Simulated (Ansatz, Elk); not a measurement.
**CaTi: X-ray structure factors from the self-consistent density**

Structure refinements treat a crystal as free atoms side by side. For a made-up structure of CaTi (cell and positions from a PBE relaxation) the runs below show what the calculated density changes in F(hkl).

Main program and level: Elk 11.2.3 (patched build); DFT, PBE, all-electron APW+lo, Dirac cores, scalar-relativistic bands, static density, no spin.

The structure was built from a prototype and need not be the compound's stable phase.

## Step 1: The starting structure

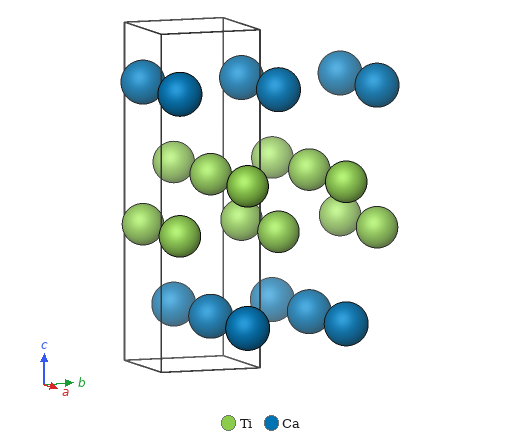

Start, viewed slightly off an axis; titanium green, calcium blue. 2×2×1 cells are drawn. Some periodic images of atoms are drawn too.

## Step 2: Ground state and structure factors

An all-electron density is needed, since X-rays see the cores too. Task 0 finds the density and task 195 Fourier-transforms it; tshift is off so that phases refer to the origin typed.

elk.in

```
tasks
  0
  195

xctype
  20

spinpol
  .false.

rgkmax
  7.0

gmaxvr
  14.0

lmaxo
  7

lmaxapw
  8

swidth
  0.002

tshift
  .false.

ramdisk
  .false.

hmaxvr
  5.5

maxscl
  120

epspot
  1e-06

sppath
  './'

avec
  6.05647458937 0.00000000000 0.00000000000
  0.00000000000 6.05647458937 0.00000000000
  0.00000000000 0.00000000000 19.60230967094

atoms
  2
  'Ti.in'
  2
  0.5000000000 0.0000000000 0.4204080237   0.000000 0.000000 0.000000
  0.0000000000 0.5000000000 0.5795919763   0.000000 0.000000 0.000000
  'Ca.in'
  2
  0.5000000000 0.0000000000 0.8406375114   0.000000 0.000000 0.000000
  -0.0000000000 0.5000000000 0.1593624886   0.000000 0.000000 0.000000

ngridk
  7 7 3
```

The run is started by

```console
$ OMP_NUM_THREADS=4 elk
```

Numbers of over 12 decimals in the logs are rounded to 6 here.

The program printed:

```text
┌─────────────────────────┐
│ Elk code version 11.2.3 │
└─────────────────────────┘

All units are atomic (Hartree, Bohr, etc.)

┌─────────────────────────────────────────────────┐
│ Ground-state run starting from atomic densities │
└─────────────────────────────────────────────────┘

Lattice vectors :
   6.056474589       0.000000000       0.000000000
   0.000000000       6.056474589       0.000000000
   0.000000000       0.000000000       19.60230967

Reciprocal lattice vectors :
   1.037432786       0.000000000       0.000000000
   0.000000000       1.037432786       0.000000000
   0.000000000       0.000000000      0.3205329072

Unit cell volume      :    719.0300560
Brillouin zone volume :   0.3449789218

Muffin-tin inner radius fraction :   0.1000000000E-01

Nuclei treated as point charges

Species : 1 (Ti)
 parameters loaded from : Ti.in
 name : titanium
 nuclear charge    :   -22.00000000
 electronic charge :    22.00000000
 atomic mass :    87256.20317
 muffin-tin radius :    2.400000000
 number of radial points in muffin-tin :    993
 inner part over the whole radius :   0.9985722337E-02
 number on inner part of muffin-tin    :    699
 approximate nuclear radius :   0.6805665174E-04
 number of mesh points to nuclear radius :    325
 atomic positions (lattice), magnetic fields (Cartesian) :
  1 :   0.50000000  0.00000000  0.42040802    0.00000000  0.00000000  0.00000000
  2 :   0.00000000  0.50000000 -0.42040802    0.00000000  0.00000000  0.00000000

Species : 2 (Ca)
 parameters loaded from : Ca.in
 name : calcium
 nuclear charge    :   -20.00000000
 electronic charge :    20.00000000
 atomic mass :    73057.72475
 muffin-tin radius :    2.400000000
 number of radial points in muffin-tin :    993
 inner part over the whole radius :   0.9970789793E-02
 number on inner part of muffin-tin    :    698
 approximate nuclear radius :   0.6614485811E-04
 number of mesh points to nuclear radius :    321
 atomic positions (lattice), magnetic fields (Cartesian) :
  1 :   0.50000000  0.00000000 -0.15936249    0.00000000  0.00000000  0.00000000
  2 :   0.00000000  0.50000000  0.15936249    0.00000000  0.00000000  0.00000000

Total number of atoms per unit cell :    4
Total muffin-tin volume :    231.6233432
 ratio of muffin-tin to unit cell volume :   0.3221330475

Spin treatment :
 spin-unpolarised

Number of Bravais lattice symmetries :   16
Number of crystal symmetries         :   16
Crystal has no inversion symmetry
Complex Hermitian eigensolver will be used

k-point grid :      7     7     3
k-point offset :    0.000000000       0.000000000       0.000000000
k-point set is reduced with full crystal symmetry group
Total number of k-points :       20

Muffin-tin radius times maximum |G+k| :    7.000000000
 using average radius
Maximum |G+k| for APW functions       :    2.916666667
Maximum (1/2)|G+k|²                   :    4.253472222
Maximum |G| for potential and density :    14.00000000
Constant for pseudocharge density :    8
 order of it for each species :   15  15
 order of it for pair densities of each species (exact exchange by exxq0 0: 16) :   10  10
Radial integration step length :    1

G-vector grid sizes :     27    27    90
Number of G-vectors :    33359

Maximum angular momentum used for
 APW functions            :    8
 outer part of muffin-tin :    7
 inner part of muffin-tin :    2

Total nuclear charge    :   -84.00000000
Total core charge       :    40.00000000
Total valence charge    :    44.00000000
Total excess charge     :    0.000000000
Total electronic charge :    84.00000000

Effective Wigner radius, rₛ :    1.268994432

Number of empty states         :     16
Total number of valence states :     39
Total number of core states    :     40

Third-order local-orbitals added for an l without core states : T
Total number of local-orbitals :     52

Exchange-correlation functional :     20     0     0
 Perdew-Burke-Ernzerhof, Phys. Rev. Lett. 77, 3865 (1996)
 gradient requirement :    1
[...]
Madelung                    :     -3666.6769098232
 xc potential                :     -213.32764178653
 exchange                    :     -153.14531673887
 correlation                 :     -3.549846
 electron entropic           :    -0.29060240215250E-02
 total energy                :     -3069.2853263424

Density of states at Fermi energy :    224.1061116
 (states/Hartree/unit cell)

Estimated indirect band gap :   0.1185241367E-03
 from k-point 4 to k-point 14
Estimated direct band gap   :   0.2452131052E-03
 at k-point 14

Charges :
 core                        :    40.00000000
 valence                     :    44.00000000
 interstitial                :    7.010252154
 muffin-tins (core leakage)
  species : 1 (Ti)
   atom 1                    :    20.38406778     ( -0.2204170908E-06)
   atom 2                    :    20.38406778     ( -0.2204170908E-06)
  species : 2 (Ca)
[...]
total in muffin-tins        :    76.98974785
 total calculated charge     :    84.00004258
 total charge                :    84.00000000
 error                       :   0.4257996541E-04

RMS change in Kohn-Sham potential (target) :   0.3695987082     (  0.1000000000E-05)
Absolute change in total energy (target)   :   0.3575658457     (  0.1000000000E-03)

[... loops 3 to 16 left out ...]

┌──────────────────┐
│ Loop number : 17 │
└──────────────────┘

Energies :
 Fermi                       :     0.183854
 sum of occupied eigenvalues :     -1795.2036406017
 electron kinetic            :      3095.1408706971
 core electron kinetic       :      2868.4121896748
 Coulomb                     :     -6006.8792239545
 Coulomb potential           :     -4687.4901581788
 nuclear-nuclear             :     -407.06305550241
 electron-nuclear            :     -6523.6435472464
 Hartree                     :      923.82737879425
 Madelung                    :     -3663.1341448651
 xc potential                :     -202.85435312002
 exchange                    :     -153.08727584828
 correlation                 :     -3.544458
 electron entropic           :    -0.15480099036949E-02
 total energy                :     -3068.3716347919

Density of states at Fermi energy :    115.7447550
 (states/Hartree/unit cell)

Estimated indirect band gap :   0.1409451796E-02
 from k-point 17 to k-point 5
Estimated direct band gap   :   0.9865938101E-02
 at k-point 17

Charges :
 core                        :    40.00000000
 valence                     :    44.00000000
 interstitial                :    7.175159363
 muffin-tins (core leakage)
  species : 1 (Ti)
[...]
species : 2 (Ca)
[...]
total in muffin-tins        :    76.82484064
 total calculated charge     :    84.00005749
 total charge                :    84.00000000
 error                       :   0.5749464972E-04

RMS change in Kohn-Sham potential (target) :   0.4234354280E-06 (  0.1000000000E-05)
Absolute change in total energy (target)   :   0.4930138084E-04 (  0.1000000000E-03)

Convergence targets achieved

┌──────────────────┐
│ Loop number : 18 │
└──────────────────┘

Energies :
 Fermi                       :     0.183854
 sum of occupied eigenvalues :     -1795.2036208776
 electron kinetic            :      3095.1408893188
 core electron kinetic       :      2868.4121960540
 Coulomb                     :     -6006.8792240195
 Coulomb potential           :     -4687.4901485622
 nuclear-nuclear             :     -407.06305550241
 electron-nuclear            :     -6523.6435571776
 Hartree                     :      923.82738866051
 Madelung                    :     -3663.1341497384
 xc potential                :     -202.85436163412
 exchange                    :     -153.08727592567
 correlation                 :     -3.544458
 electron entropic           :    -0.15480120423257E-02
 total energy                :     -3068.3716163087

Density of states at Fermi energy :    115.7449103
 (states/Hartree/unit cell)

Estimated indirect band gap :   0.1409451246E-02
 from k-point 17 to k-point 5
Estimated direct band gap   :   0.9865928809E-02
 at k-point 17

Charges :
 core                        :    40.00000000
 valence                     :    44.00000000
 interstitial                :    7.175159093
 muffin-tins (core leakage)
  species : 1 (Ti)
[...]
atom 2                    :    20.21989146     ( -0.2204315681E-06)
  species : 2 (Ca)
   atom 1                    :    18.19252900     ( -0.1987050684E-06)
   atom 2                    :    18.19252900     ( -0.1987050684E-06)
 total in muffin-tins        :    76.82484091
 total calculated charge     :    84.00005749
 total charge                :    84.00000000
 error                       :   0.5749480924E-04

┌──────────────────────────────┐
│ Self-consistent loop stopped │
└──────────────────────────────┘

Wrote STATE.OUT
```

Wall time 22 s (4 threads of Arm Neoverse V2, shared host); peak memory 0.16 GiB.

SFACRHO.OUT:

```text

h k l indices transformed by vhmat matrix:
   1.000000000       0.000000000       0.000000000    
   0.000000000       1.000000000       0.000000000    
   0.000000000       0.000000000       1.000000000    

      h      k      l  multipl.   |H|            Re(F)            Im(F)           |F|

      0      0      0      1   0.0000000       84.000001      0.10317477E-15   84.000001    
      0      0      1      2  0.32053291      -16.721085     -0.74839099E-14   16.721085    
      0      0     -2      2  0.64106581       6.6502400     -0.49892733E-14   6.6502400    
      0      0      3      2  0.96159872      -34.353349      -0.0000000       34.353349    
      0      1      0      4   1.0374328     -0.24946366E-14 -0.10584759E-13  0.10874757E-13
      1      0     -1      4   1.0858214      0.87312282E-14  -9.4387374       9.4387374    
     -1      0      1      4   1.0858214      0.74839099E-14   9.4387374       9.4387374    
      0     -1     -2      4   1.2195213      0.26193685E-13   54.413388       54.413388    
      0      1      2      4   1.2195213      0.26193685E-13  -54.413388       54.413388    
      0      0      4      2   1.2821316      -32.050469     -0.13720501E-13   32.050469    
      0     -1      3      4   1.4145455     -0.27441003E-13   27.054342       27.054342    
     -1      0      3      4   1.4145455      0.17462456E-13  -27.054342       27.054342    
      1     -1      0      4   1.4671515      -58.239379      0.13434160E-15   58.239379    
      1     -1     -1      8   1.5017573       11.764300     -0.74839099E-14   11.764300    
     -1      1      2      8   1.6010930      -4.6819367     -0.12473183E-13   4.6819367    
      0      0      5      2   1.6026645       31.191661      0.19957093E-13   31.191661    
     -1      0     -4      4   1.6492811     -0.14967820E-13  -6.5346857       6.5346857    
      1      0      4      4   1.6492811     -0.14967820E-13   6.5346857       6.5346857
```

Elk indexes on the primitive cell of elk.in and gives |H| = 4π sin θ/λ in inverse bohr. Below, one row stands for each form hkl of the conventional cell (m members, Friedel mates merged), F is for one primitive cell and the density is static (no thermal factor). Free-atom factors are Waasmaier and Kirfel's, and R is Σm||F|−|F'||/Σm|F|.

| hkl | m | sin θ/λ (Å⁻¹) | abs F, DFT | neutral atoms | diff. | abs of complex diff. |
| --- | --- | --- | --- | --- | --- | --- |
| 001 | 2 | 0.048 | 16.721 | 16.605 | +0.116 | 0.116 |
| 002 | 2 | 0.096 | 6.650 | 6.499 | +0.151 | 0.151 |
| 003 | 2 | 0.145 | 34.353 | 33.980 | +0.373 | 0.373 |
| 100 | 4 | 0.156 | 0.000 | 0.000 | +0.000 | 0.000 |
| 101 | 8 | 0.163 | 9.439 | 9.335 | +0.103 | 0.103 |
| 102 | 8 | 0.183 | 54.413 | 54.688 | -0.274 | 0.274 |
| 004 | 2 | 0.193 | 32.050 | 32.392 | -0.342 | 0.342 |
| 103 | 8 | 0.213 | 27.054 | 27.413 | -0.359 | 0.359 |
| 110 | 4 | 0.221 | 58.239 | 58.333 | -0.093 | 0.093 |
| 111 | 8 | 0.226 | 11.764 | 12.133 | -0.369 | 0.369 |
| 112 | 8 | 0.241 | 4.682 | 4.973 | -0.291 | 0.291 |
| 005 | 2 | 0.241 | 31.192 | 31.419 | -0.227 | 0.227 |
| 104 | 8 | 0.248 | 6.535 | 6.808 | -0.274 | 0.274 |
| 113 | 8 | 0.264 | 26.931 | 26.970 | -0.039 | 0.039 |

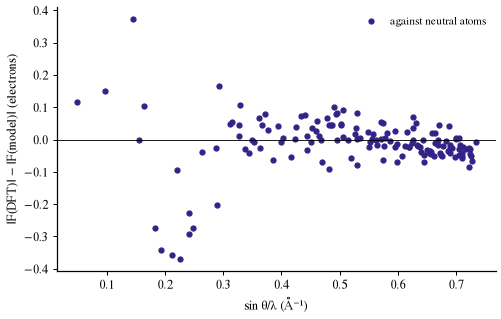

Difference between the calculated structure factors and the independent-atom ones.

## Step 3: The highest occupied states alone

An energy window below the Fermi level keeps the highest occupied states, to see at which angles they scatter; shallow core shells can lie inside it and anion s states outside. No new self-consistency is needed.

elk.in, as its differences from that of step 2:

```diff
@@ -1,3 +1,2 @@
 tasks
-  0
   195
@@ -40,2 +39,5 @@
 
+wsfac
+  -0.257140 0.483850
+
 sppath
```

The run is started by

```console
$ OMP_NUM_THREADS=4 elk
```

The program printed:

```text
┌─────────────────────────────────┐
│ Elk code version 11.2.3 started │
└─────────────────────────────────┘

Info(readinput): the functional depends on the density's gradient
 muffin-tin radial points multiplied by    2.00000
 (not where nrmtscf is given)

┌────────────────────┐
│ Current task : 195 │
└────────────────────┘

Info(sfacrho): density structure factors written to SFACRHO.OUT

 Energy window :  -0.2571400000      0.4838500000

┌──────────────────┐
│ Elk code stopped │
└──────────────────┘
```

Wall time 8.2 s (4 threads); peak memory 0.16 GiB; 9.2 s of CPU time.

States within 12 eV below the Fermi level hold 12.00 electrons; any levels below the window count with the cores. Their amplitudes can exceed the total, where window and core parts have opposite phase:

| hkl | sin θ/λ (Å⁻¹) | abs F, window | abs F, all |
| --- | --- | --- | --- |
| 001 | 0.048 | 4.597 | 16.721 |
| 002 | 0.096 | 2.227 | 6.650 |
| 003 | 0.145 | 0.639 | 34.353 |
| 100 | 0.156 | 0.000 | 0.000 |
| 101 | 0.163 | 1.084 | 9.439 |
| 102 | 0.183 | 1.401 | 54.413 |
| 004 | 0.193 | 0.404 | 32.050 |
| 103 | 0.213 | 1.291 | 27.054 |
| 110 | 0.221 | 1.458 | 58.239 |
| 111 | 0.226 | 0.943 | 11.764 |

## Step 4: Another functional

The difference from free atoms is small, so it is set against the change that LDA (Perdew-Wang) makes.

elk.in, as its differences from that of step 3:

```diff
@@ -1,2 +1,3 @@
 tasks
+  0
   195
@@ -4,3 +5,3 @@
 xctype
-  20
+  3
 
@@ -39,5 +40,2 @@
 
-wsfac
-  -0.257140 0.483850
-
 sppath
```

The run is started by

```console
$ OMP_NUM_THREADS=4 elk
```

The program printed:

```text
┌─────────────────────────┐
│ Elk code version 11.2.3 │
└─────────────────────────┘

All units are atomic (Hartree, Bohr, etc.)

┌─────────────────────────────────────────────────┐
│ Ground-state run starting from atomic densities │
└─────────────────────────────────────────────────┘

Lattice vectors :
   6.056474589       0.000000000       0.000000000
   0.000000000       6.056474589       0.000000000
   0.000000000       0.000000000       19.60230967

Reciprocal lattice vectors :
   1.037432786       0.000000000       0.000000000
[...]
valence                     :    44.00000000
 interstitial                :    7.107056541
 muffin-tins (core leakage)
  species : 1 (Ti)
[...]
species : 2 (Ca)
   atom 1                    :    18.20261752     ( -0.3473890565E-05)
   atom 2                    :    18.20261752     ( -0.3473890565E-05)
 total in muffin-tins        :    76.89294346
 total calculated charge     :    84.00006532
 total charge                :    84.00000000
 error                       :   0.6531992756E-04

┌──────────────────────────────┐
│ Self-consistent loop stopped │
└──────────────────────────────┘

Wrote STATE.OUT
[key lines of the parts left out:]
total energy                :     -3061.5006836734
```

It took 16 s on 4 threads; peak memory 0.16 GiB; 46 s of CPU time.

Against the first run R = 0.05 %; the largest change is -0.055 at 200.

## Step 5: Basis size

A smaller basis shows how fast F responds to it; the change is likely larger than the basis error of the first run, but doesn't show convergence.

elk.in, as its differences from that of step 4:

```diff
@@ -5,3 +5,3 @@
 xctype
-  3
+  20
 
@@ -11,3 +11,3 @@
 rgkmax
-  7.0
+  5.5
```

The run is started by

```console
$ OMP_NUM_THREADS=4 elk
```

The program printed:

```text
┌─────────────────────────┐
│ Elk code version 11.2.3 │
└─────────────────────────┘

All units are atomic (Hartree, Bohr, etc.)

┌─────────────────────────────────────────────────┐
│ Ground-state run starting from atomic densities │
└─────────────────────────────────────────────────┘

Lattice vectors :
   6.056474589       0.000000000       0.000000000
   0.000000000       6.056474589       0.000000000
   0.000000000       0.000000000       19.60230967

Reciprocal lattice vectors :
   1.037432786       0.000000000       0.000000000
[...]
valence                     :    44.00000000
 interstitial                :    7.335407745
 muffin-tins (core leakage)
  species : 1 (Ti)
[...]
species : 2 (Ca)
   atom 1                    :    18.16753476     ( -0.1986989595E-06)
   atom 2                    :    18.16753476     ( -0.1986989595E-06)
 total in muffin-tins        :    76.66459225
 total calculated charge     :    84.00019989
 total charge                :    84.00000000
 error                       :   0.1998854054E-03

┌──────────────────────────────┐
│ Self-consistent loop stopped │
└──────────────────────────────┘

Wrote STATE.OUT
[key lines of the parts left out:]
total energy                :     -3068.2679096082
```

Elapsed: 18 s, on 4 threads; peak memory 0.16 GiB.

Against the first run R = 0.06 %; the largest change is -0.059 at 110.

## Step 6: A coarser k-mesh

About half the k-points along each axis test the sampling.

elk.in, as its differences from that of step 5:

```diff
@@ -11,3 +11,3 @@
 rgkmax
-  5.5
+  7.0
 
@@ -60,2 +60,2 @@
 ngridk
-  7 7 3
+  4 4 2
```

The run is started by

```console
$ OMP_NUM_THREADS=4 elk
```

The program printed:

```text
┌─────────────────────────┐
│ Elk code version 11.2.3 │
└─────────────────────────┘

All units are atomic (Hartree, Bohr, etc.)

┌─────────────────────────────────────────────────┐
│ Ground-state run starting from atomic densities │
└─────────────────────────────────────────────────┘

Lattice vectors :
   6.056474589       0.000000000       0.000000000
   0.000000000       6.056474589       0.000000000
   0.000000000       0.000000000       19.60230967

Reciprocal lattice vectors :
   1.037432786       0.000000000       0.000000000
[...]
valence                     :    44.00000000
 interstitial                :    7.180739233
 muffin-tins (core leakage)
  species : 1 (Ti)
[...]
species : 2 (Ca)
   atom 1                    :    18.19324663     ( -0.1987004392E-06)
   atom 2                    :    18.19324663     ( -0.1987004392E-06)
 total in muffin-tins        :    76.81926077
 total calculated charge     :    84.00006701
 total charge                :    84.00000000
 error                       :   0.6700519150E-04

┌──────────────────────────────┐
│ Self-consistent loop stopped │
└──────────────────────────────┘

Wrote STATE.OUT
[key lines of the parts left out:]
total energy                :     -3068.3670903428
```

It took 19 s on 4 threads; peak memory 0.16 GiB.

Against the first run R = 0.02 %; the largest change is +0.037 at 003.

## Step 7: Settings against the effect

| run | R against the first run (%) | R against neutral atoms, low angle (%) | wall time |
| --- | --- | --- | --- |
| PBE, rgkmax 7 | 0.00 | 0.86 | 22 s |
| LDA (Perdew-Wang) | 0.05 | 0.85 | 16 s |
| rgkmax 5.5 | 0.06 | 0.95 | 18 s |
| k-mesh 4×4×2 | 0.02 | 0.87 | 19 s |

## Step 8: What came out

| Quantity | Value |
| --- | --- |
| R against neutral atoms, sin θ/λ < 0.3 Å⁻¹ | 0.86 % |
| R against neutral atoms, 0.3 to 0.73 Å⁻¹ | 0.25 % |

In words: Independent neutral atoms miss the calculated amplitudes by R = 0.86 % below 0.3 Å⁻¹ and 0.25 % from there to 0.73 Å⁻¹; by shells, 1.11 % below 0.15 Å⁻¹ (3 forms), 0.85 % 0.15 to 0.3 (13 forms), 0.20 % 0.3 to 0.45 (24 forms), 0.26 % above 0.45 (104 forms). Bonding, aspherical density and the tables' own atoms all enter these figures, and the runs don't part them. The largest change of an amplitude is +0.37 electrons, at 003. The window's part falls from 12.0 electrons at the origin to at most 0.31 between 0.45 and 0.73 Å⁻¹. Below 0.3 Å⁻¹ the changes that finished (LDA (Perdew-Wang), rgkmax 5.5 and k-mesh 4×4×2) move F by R = 0.09 % at most, against the 0.86 % that separates it from free atoms. These runs have no spin, though d or f shells may be open. Part of the difference isn't bonding: the tables are fits to free atoms and ions calculated by other methods than this functional. Thermal motion, anomalous dispersion and extinction are left out.

[Logs are printed without paths, hosts, clocks, repeated set-up lines and the standing remarks that a program may print on its own settings, such as how far it seeks lower states.]

[Hosts, paths, dates, database ids (printed as entryN), source tags and the programs' standing remarks are cut or masked in the printed files.]
